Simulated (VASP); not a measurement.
## SiNi with r2SCAN: from relaxation to properties

How well does r2SCAN reproduce what experiment finds for SiNi? The cell is relaxed first, and properties follow on it. The steps: full relaxation (r2SCAN), second relaxation, density, ELF and potential (r2SCAN), band structure (r2SCAN), density of states (r2SCAN) and field gradients at the nuclei (r2SCAN). The start is a cell from a database of measured crystal structures.

Method: r2SCAN, spin-polarised from a ferromagnetic start; plane waves and PAW (Si, Ni), in VASP 6.6.1.

The experiments to compare with:

For NiSi, orthorhombic Pnma (polycrystalline, solid-state reaction at 970 C), “Metallic Nickel Silicides: Experiments and Theory for NiSi and First Principles Calculations for Other Phases” (2016, arxiv:1602.05840) gives, by powder XRD, Rietveld refinement: lattice constant a (a, Pnma setting) 5.186 Å; lattice constant b (b, Pnma setting) 3.331 Å.

### Step 1. The structure

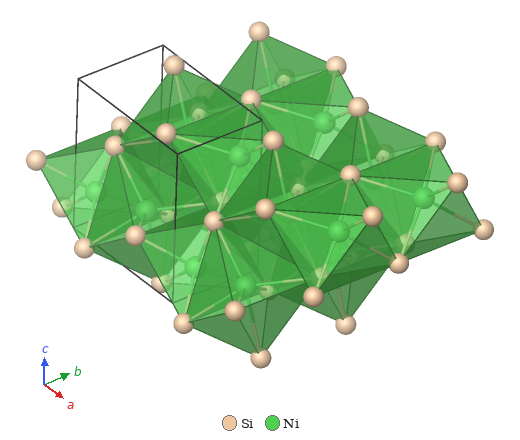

Start, viewed from a free direction; silicon light orange, nickel green. 2×2×1 cells are drawn. Some periodic images of atoms are drawn too.

### Step 2. Full relaxation (r2SCAN)

Properties are meant for the cell that this level of theory prefers, so cell and atoms are relaxed first (ISIF = 3) until forces and stress are small; EDIFFG sets the threshold. r2SCAN adds the kinetic-energy density, costs more than a GGA and is run with LASPH.

Input file INCAR:

```
SYSTEM = SiNi
PREC = Accurate
ENCUT = 400
EDIFF = 1E-06
NELM = 100
ISMEAR = 0
SIGMA = 0.05
LREAL = .FALSE.
ALGO = Normal
METAGGA = R2SCAN
LASPH = .TRUE.
NBANDS = 43
ISPIN = 2
MAGMOM = 0 0 0 0 1 1 1 1
LMAXMIX = 4
LORBIT = 11
LWAVE = .FALSE.
LCHARG = .FALSE.
KPAR = 4
IBRION = 2
NSW = 60
ISIF = 3
EDIFFG = -0.01
```

Input file POSCAR:

```
SiNi
1.0
    5.1752000000      0.0000000000      0.0000000000
    0.0000000000      3.3321000000      0.0000000000
    0.0000000000      0.0000000000      5.6094000000
Si Ni
4 4
Direct
    0.3215200000      0.7500000000      0.0816600000
    0.1784800000      0.2500000000      0.5816600000
    0.8215200000      0.7500000000      0.4183400000
    0.6784800000      0.2500000000      0.9183400000
    0.0078500000      0.2500000000      0.1873100000
    0.4921500000      0.7500000000      0.6873100000
    0.5078500000      0.2500000000      0.3126900000
    0.9921500000      0.7500000000      0.8126900000
```

Input file KPOINTS:

```
Automatic mesh
0
Gamma
5 7 4
0 0 0
```

The projector-augmented-wave data sets are Si and Ni (PBE family, release 64).

On the command line:

```bash
$ mpirun -np 4 vasp_std
```

Log:

```text
[banner, memory and clock lines left out]
running    4 mpi-ranks, on    1 nodes
 distrk:  each k-point on    1 cores,    4 groups
 distr:  one band on    1 cores,    1 groups

 POSCAR found type information on POSCAR SiNi
 POSCAR found :  2 types and       8 ions
|                                                                             |
|               ----> ADVICE to this user running VASP <----                  |
|                                                                             |
|     You enforced a specific xc type in the INCAR file but a different       |
|     [... a line on the potential file left out ...]
|     I HOPE YOU KNOW WHAT YOU ARE DOING!                                     |
|                                                                             |

 LDA part: xc-table for (None), standard interpolation
 POSCAR, INCAR and KPOINTS ok, starting setup
 FFT: planning ... GRIDC
 FFT: planning ... GRID_SOFT
 FFT: planning ... GRID
 WAVECAR not read
 entering main loop
       N       E                     dE             d eps       ncg     rms          rms(c)
DAV:   1     0.298519681269E+03    0.29852E+03   -0.20668E+04  6192   0.131E+03
DAV:   2    -0.690846194192E+02   -0.36760E+03   -0.34567E+03  6195   0.309E+02
DAV:   3    -0.986450330756E+02   -0.29560E+02   -0.28366E+02  6995   0.104E+02
DAV:   4    -0.994607635586E+02   -0.81573E+00   -0.81070E+00  7403   0.165E+01
DAV:   5    -0.994846737957E+02   -0.23910E-01   -0.23901E-01  7727   0.263E+00    0.290E+01
DAV:   6    -0.101698362095E+03   -0.22137E+01   -0.98986E+01  7058   0.152E+02    0.368E+01
DAV:   7    -0.864972614269E+02    0.15201E+02   -0.31444E+01  7346   0.902E+01    0.721E+00
DAV:   8    -0.867240821620E+02   -0.22682E+00   -0.42585E+00  8823   0.191E+01    0.490E+00
DAV:   9    -0.866768043498E+02    0.47278E-01   -0.46001E-01  8086   0.746E+00    0.144E+00
DAV:  10    -0.866858109035E+02   -0.90066E-02   -0.32900E-02  8583   0.220E+00    0.597E-01
DAV:  11    -0.866871790023E+02   -0.13681E-02   -0.49232E-03  7815   0.493E-01    0.314E-01
DAV:  12    -0.866876333075E+02   -0.45431E-03   -0.14471E-03  7468   0.447E-01    0.167E-01
DAV:  13    -0.866877608011E+02   -0.12749E-03   -0.27817E-04  8025   0.185E-01    0.581E-02
DAV:  14    -0.866877755914E+02   -0.14790E-04   -0.41620E-05  7258   0.469E-02    0.171E-02
DAV:  15    -0.866877775675E+02   -0.19761E-05   -0.42874E-06  6258   0.153E-02    0.427E-03
DAV:  16    -0.866877781056E+02   -0.53810E-06   -0.80952E-07  3593   0.820E-03
   1 F= -.86687778E+02 E0= -.86687753E+02  d E =-.866878E+02  mag=    -0.0001
 curvature:   0.00 expect dE= 0.000E+00 dE for cont linesearch  0.000E+00
 trial: gam= 0.00000 g(F)=  0.451E-02 g(S)=  0.905E-01 ort = 0.000E+00 (trialstep = 0.100E+01)
 search vector abs. value=  0.950E-01
 bond charge predicted
       N       E                     dE             d eps       ncg     rms          rms(c)
DAV:   1    -0.881388795956E+02   -0.14511E+01   -0.12674E+01  7094   0.426E+01    0.113E+01
DAV:   2    -0.892736113107E+02   -0.11347E+01   -0.14930E+01  7099   0.636E+01    0.127E+01
DAV:   3    -0.866789109073E+02    0.25947E+01   -0.58339E+00  7081   0.406E+01    0.152E+00
DAV:   4    -0.867090025248E+02   -0.30092E-01   -0.34873E-01  7033   0.284E+00    0.135E+00
DAV:   5    -0.866901178192E+02    0.18885E-01   -0.31428E-02  7649   0.273E+00    0.303E-01
DAV:   6    -0.866900901512E+02    0.27668E-04   -0.41469E-03  7093   0.444E-01    0.142E-01
DAV:   7    -0.866900943692E+02   -0.42180E-05   -0.25975E-04  7776   0.942E-02    0.465E-02
DAV:   8    -0.866900879452E+02    0.64240E-05   -0.27343E-05  9263   0.455E-02    0.714E-03
DAV:   9    -0.866900872863E+02    0.65893E-06   -0.26165E-06  5471   0.996E-03
   2 F= -.86690087E+02 E0= -.86689827E+02  d E =-.230918E-02  mag=     0.0000
[... from here on, the cycles between the ionic steps are left out ...]
   3 F= -.86712757E+02 E0= -.86712682E+02  d E =-.249789E-01  mag=    -0.0000
   4 F= -.86715511E+02 E0= -.86715307E+02  d E =-.275381E-02  mag=    -0.0000
   5 F= -.86716098E+02 E0= -.86715727E+02  d E =-.334136E-02  mag=    -0.0000
   6 F= -.86716438E+02 E0= -.86715964E+02  d E =-.339364E-03  mag=     0.0000
   7 F= -.86716586E+02 E0= -.86715978E+02  d E =-.487334E-03  mag=    -0.0000
   8 F= -.86716703E+02 E0= -.86715985E+02  d E =-.117028E-03  mag=     0.0000
   9 F= -.86716721E+02 E0= -.86715955E+02  d E =-.135570E-03  mag=    -0.0000
  10 F= -.86716752E+02 E0= -.86715868E+02  d E =-.304811E-04  mag=     0.0000
  11 F= -.86716755E+02 E0= -.86715903E+02  d E =-.338178E-04  mag=     0.0000
 curvature:   0.64 expect dE= 0.615E-04 dE for cont linesearch  0.441E-06
 trial: gam= 1.25995 g(F)=  0.227E-04 g(S)=  0.735E-04 ort = 0.101E-04 (trialstep = 0.549E+00)
 search vector abs. value=  0.359E-03
 bond charge predicted
       N       E                     dE             d eps       ncg     rms          rms(c)
DAV:   1    -0.867168921469E+02   -0.13669E-03   -0.30564E-03  6440   0.320E-01    0.739E-02
DAV:   2    -0.867168717713E+02    0.20376E-04   -0.34315E-04  7578   0.273E-01    0.625E-02
DAV:   3    -0.867168241377E+02    0.47634E-04   -0.14395E-04  7132   0.193E-01    0.317E-02
DAV:   4    -0.867168117427E+02    0.12395E-04   -0.25107E-05  9214   0.554E-02    0.647E-03
DAV:   5    -0.867168120731E+02   -0.33035E-06   -0.62777E-06  5993   0.249E-02
  12 F= -.86716812E+02 E0= -.86715881E+02  d E =-.569782E-04  mag=     0.0000
 trial-energy change:   -0.000057  1 .order   -0.000052   -0.000060   -0.000043
 step:   1.9927(harm=  1.9927)  dis= 0.00250  next Energy=   -86.716864 (dE=-0.109E-03)
 reached required accuracy - stopping structural energy minimisation
```

The job ended after 12 min (4 MPI ranks of Intel Xeon Platinum 8559C (Emerald Rapids), shared host; peak memory 1.2 GiB).

The logs omit lines about the potential files and the build; timing stands in the text.

OUTCAR, selected parts (step 2):

```text
ion  position               nearest neighbor table
   1  0.322  0.750  0.082-   8 2.28   7 2.32   7 2.32   6 2.38   5 2.40   5 2.40   4 2.65   4 2.65

  LATTYP: Found a simple orthorhombic cell.
 ALAT       =     3.3321000000
 B/A-ratio  =     1.5531346598
 C/A-ratio  =     1.6834428739

 Subroutine GETGRP returns: Found  8 space group operations
 (whereof  2 operations were pure point group operations)

The static configuration has the point symmetry S_2 .
 The point group associated with its full space group is D_2h.

 Found     36 irreducible k-points:

   k-points           NKPTS =     36   k-points in BZ     NKDIM =     36   number of bands    NBANDS=     43

   dimension x,y,z NGX =    36 NGY =   24 NGZ =   40
   dimension x,y,z NGXF=    72 NGYF=   48 NGZF=   80

   ENCUT  =  400.0 eV  29.40 Ry    5.42 a.u.   8.44  5.43  9.15*2*pi/ulx,y,z

   NELECT =      56.0000    total number of electrons

 k-points in reciprocal lattice and weights: Automatic mesh
   0.00000000  0.00000000  0.00000000       0.007
   0.20000000  0.00000000  0.00000000       0.014
   0.40000000  0.00000000  0.00000000       0.014
   0.00000000  0.14285714  0.00000000       0.014
   0.20000000  0.14285714  0.00000000       0.029
   0.40000000  0.14285714  0.00000000       0.029
   0.00000000  0.28571429  0.00000000       0.014
   0.20000000  0.28571429  0.00000000       0.029
   0.40000000  0.28571429  0.00000000       0.029
[...]
0.20000000  0.42857143  0.50000000       0.029
   0.40000000  0.42857143  0.50000000       0.029

 average (electrostatic) potential at core
       1 -82.1038       2 -82.1038       3 -82.1038       4 -82.1038       5 -86.7038
       6 -86.7038       7 -86.7038       8 -86.7038

 E-fermi :  10.5801

 spin component 1
 k-point     1 :       0.0000    0.0000    0.0000
  band No.  band energies     occupation
    ...
     24       8.5385      1.00000
     25       8.5531      1.00000
     26       9.3712      1.00000
     27       9.3737      1.00000
     28       9.5889      1.00000
     29      11.2991      0.00000
     30      12.0886      0.00000
     31      14.1441      0.00000
     32      14.7396      0.00000
     33      15.0704      0.00000
    ...

 k-point     2 :       0.2000    0.0000    0.0000
  band No.  band energies     occupation
    ...
     24       8.4962      1.00000
     25       8.5427      1.00000
     26       9.0680      1.00000
     27       9.8283      1.00000
     28       9.9460      1.00000
     29      12.4256      0.00000
     30      12.5494      0.00000
     31      13.6789      0.00000
     32      14.9933      0.00000
     33      15.0455      0.00000
    ...

 k-point     3 :       0.4000    0.0000    0.0000
  band No.  band energies     occupation
    ...
     22       8.0692      1.00000
     23       8.4478      1.00000
     24       8.5106      1.00000
     25       8.5285      1.00000
     26       8.7173      1.00000
     27      10.8965      0.00000
     28      11.0864      0.00000
     29      12.4396      0.00000
     30      12.6319      0.00000
     31      14.5695      0.00000
    ...

 k-point     4 :       0.0000    0.1429    0.0000
  band No.  band energies     occupation
    ...
     24       8.5044      1.00000
     25       8.8583      1.00000
     26       9.0596      1.00000
     27       9.4212      1.00000
     28       9.6689      1.00000
     29      11.2699      0.00000
     30      12.2814      0.00000
     31      12.3713      0.00000
     32      13.1941      0.00000
     33      14.7298      0.00000
    ...

 k-point     5 :       0.2000    0.1429    0.0000
  band No.  band energies     occupation
    ...
     24       8.5382      1.00000
     25       8.9740      1.00000
     26       9.0594      1.00000
     27       9.2602      1.00000
     28       9.8921      1.00000
     29      11.7894      0.00000
     30      12.6544      0.00000
     31      12.7843      0.00000
     32      13.4535      0.00000
     33      14.1715      0.00000
    ...

 k-point     6 :       0.4000    0.1429    0.0000
  band No.  band energies     occupation
    ...
     23       8.4345      1.00000
     24       8.5732      1.00000
     25       8.7590      1.00000
     26       8.8307      1.00000
     27      10.0379      1.00000
     28      10.9415      0.00000
     29      11.0815      0.00000
     30      12.8683      0.00000
     31      13.9380      0.00000
     32      14.0634      0.00000
    ...

  Total       -0.0034190      0.0433150     -0.0384308      0.0000000      0.0000000      0.0000000
  in kB       -0.0576195      0.7299857     -0.6476731      0.0000000      0.0000000      0.0000000
  external PRESSURE =       0.0082310 kB  Pullay stress =       0.0000000 kB

  energy-cutoff  :      400.00
  volume of cell :       95.07
      direct lattice vectors                 reciprocal lattice vectors
     5.096621537  0.000000000  0.000000000     0.196208408  0.000000000  0.000000000
    -0.000000000  3.340398819  0.000000000    -0.000000000  0.299365451  0.000000000
     0.000000000  0.000000000  5.584103976     0.000000000  0.000000000  0.179079760

 POSITION                                       TOTAL-FORCE (eV/Angst)
 -----------------------------------------------------------------------------------
      1.63638      2.50530      0.46368         0.006199      0.000000      0.000718
      0.91193      0.83510      3.25573        -0.006199     -0.000000      0.000718
      4.18469      2.50530      2.32837         0.006199      0.000000     -0.000718
      3.46024      0.83510      5.12042        -0.006199     -0.000000     -0.000718
      0.03922      0.83510      1.05687         0.001186      0.000000      0.001327
      2.50909      2.50530      3.84893        -0.001186     -0.000000      0.001327
      2.58753      0.83510      1.73518         0.001186      0.000000     -0.001327
      5.05740      2.50530      4.52723        -0.001186     -0.000000     -0.001327
 -----------------------------------------------------------------------------------
    total drift:                                0.000000     -0.000000     -0.000000

  FREE ENERGIE OF THE ION-ELECTRON SYSTEM (eV)
  ---------------------------------------------------
  free  energy   TOTEN  =       -86.7168120731 eV

  energy  without entropy=      -86.7149498412  energy(sigma->0) =      -86.71588096

 reached required accuracy - stopping structural energy minimisation

 total charge
# of ion       s       p       d       tot
------------------------------------------
    1        0.753   0.879   0.000   1.633
    2        0.753   0.879   0.000   1.633
    3        0.753   0.879   0.000   1.633
    4        0.753   0.879   0.000   1.633
    5        0.524   0.695   8.464   9.683
    6        0.524   0.695   8.464   9.683
    7        0.524   0.695   8.464   9.683
    8        0.524   0.695   8.464   9.683
--------------------------------------------------
tot          5.110   6.296  33.855  45.261

 magnetization (x)
# of ion       s       p       d       tot
------------------------------------------
    1        0.000   0.000   0.000   0.000
    2        0.000   0.000   0.000   0.000
    3        0.000   0.000   0.000   0.000
    4        0.000   0.000   0.000   0.000
    5       -0.000  -0.000   0.000   0.000
    6       -0.000  -0.000   0.000   0.000
    7       -0.000  -0.000   0.000   0.000
    8       -0.000  -0.000   0.000   0.000
--------------------------------------------------
tot         -0.000   0.000   0.000   0.000

[... 1 further part left out ...]
```

The moments of the start collapse, so the state is non-magnetic; other starts or orders were not tried. The k-mesh is coarse for a metal. The PAW data sets were made with PBE, which is usual practice but a small mismatch for other functionals. The run keeps the 8 symmetry operations of its start, so it cannot find a distortion of lower symmetry.

Relaxation path:

```
step  energy less that of the first step (eV)  largest force (eV/Å)  pressure (GPa)  volume (Å³)
   1                                   0.0000                0.1527           -3.52        96.73
   2                                  -0.0023                0.0661            4.22        93.06
   3                                  -0.0250                0.0701            0.29        94.82
   4                                  -0.0277                0.0384            0.13        94.94
   5                                  -0.0283                0.0303            0.00        95.03
   6                                  -0.0287                0.0224           -0.01        95.05
   7                                  -0.0288                0.0151           -0.02        95.07
   8                                  -0.0289                0.0102           -0.02        95.04
   9                                  -0.0289                0.0128            0.06        95.03
  10                                  -0.0290                0.0094           -0.14        95.10
  11                                  -0.0290                0.0102           -0.09        95.08
  12                                  -0.0290                0.0062            0.00        95.07
```

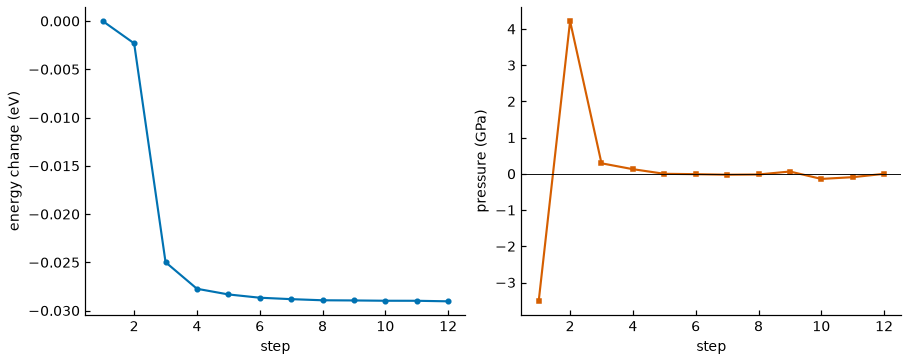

Energy and pressure along the relaxation.

```
conventional cell, symmetrised  before  after  change
                         a (Å)   5.175  5.097  -1.5 %
                         b (Å)   3.332  3.340  +0.2 %
                         c (Å)   5.609  5.584  -0.5 %
              volume (Å³/atom)   12.09  11.88  -1.7 %
```

The atoms that moved most (Å, as changes of fractional coordinates times the final cell):

```
atom      dx     dy      dz  length
 Ni6   0.001  0.000   0.011   0.011
 Ni7  -0.001  0.000  -0.011   0.011
 Ni8   0.001  0.000  -0.011   0.011
 Ni5  -0.001  0.000   0.011   0.011
 Si4   0.002  0.000  -0.008   0.008
 Si2   0.002  0.000   0.008   0.008
 Si3  -0.002  0.000  -0.008   0.008
 Si1  -0.002  0.000   0.008   0.008
```

Final coordinates:

```cif
data_structure
_symmetry_space_group_name_H-M 'P 1'
_symmetry_Int_Tables_number 1
_cell_length_a 5.0966
_cell_length_b 3.3404
_cell_length_c 5.5841
_cell_angle_alpha 90.000
_cell_angle_beta 90.000
_cell_angle_gamma 90.000
_cell_volume 95.07
loop_
_atom_site_label
_atom_site_type_symbol
_atom_site_fract_x
_atom_site_fract_y
_atom_site_fract_z
_atom_site_occupancy
Si1 Si 0.32107 0.75000 0.08304 1
Si2 Si 0.17893 0.25000 0.58304 1
Si3 Si 0.82107 0.75000 0.41696 1
Si4 Si 0.67893 0.25000 0.91696 1
Ni5 Ni 0.00770 0.25000 0.18926 1
Ni6 Ni 0.49230 0.75000 0.68926 1
Ni7 Ni 0.50770 0.25000 0.31074 1
Ni8 Ni 0.99230 0.75000 0.81074 1
```

Numbers from this step:

```
electrons                       : 56
bands                           : 43
irreducible k-points            : 36
symmetry operations             : 8
free energy (TOTEN)             : -86.7168 eV
energy at zero smearing         : -86.7159 eV
Fermi energy                    : 10.58 eV
pressure                        : 8.23e-4 GPa
metallic                        : yes
SCF cycles over all ionic steps : 90
```

The spin moment in the PAW sphere vanishes on all atoms.

It ends with a largest force of 0.006 eV/Å and a pressure of 0.00 GPa. The volume lies -1.7 % from that of the database's start, which holds the thermal and zero-point expansion of its experiment.

(Part 1 of 5 ends here.)

[Lines on the potential files, build, host, timing and source positions are cut from VASP's logs without a mark.]

[Logs are printed without paths, hosts, clocks, repeated set-up lines and the standing remarks that a program may print on its own settings, such as how far it seeks lower states.]

[Hosts, paths, dates, database ids (printed as entryN), source tags and the programs' standing remarks are cut or masked in the printed files.]

[Measured values are set beside computed ones only where the two were judged alike; some that the calculation misses by far are left out.]
